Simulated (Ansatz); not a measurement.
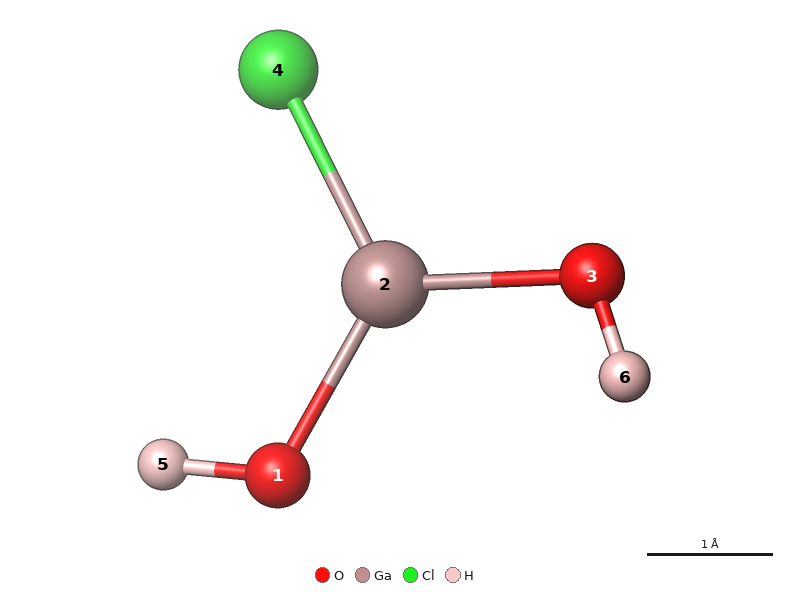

The picture comes from a calculation with Ansatz.

Orthographic view. Distant atoms are faded towards the background colour. Geometry: atoms displaced at random (about 0.02 Å) from a stationary point of PBE0-D4.

Write a Z-matrix (Å, degrees) in the order of the atom numbers, with these reference atoms: 2 to 1; 3 to 2, 1; 4 to 2, 1, 3; 5 to 1, 2, 3; 6 to 3, 2, 1.

```
O  
Ga   1   1.769
O    2   1.785   1   118.8
Cl   2   2.105   1   121.7   3   178.2
H    1   0.995   2   111.5   3   179.1
H    3   0.919   2   111.3   1    -1.8
```
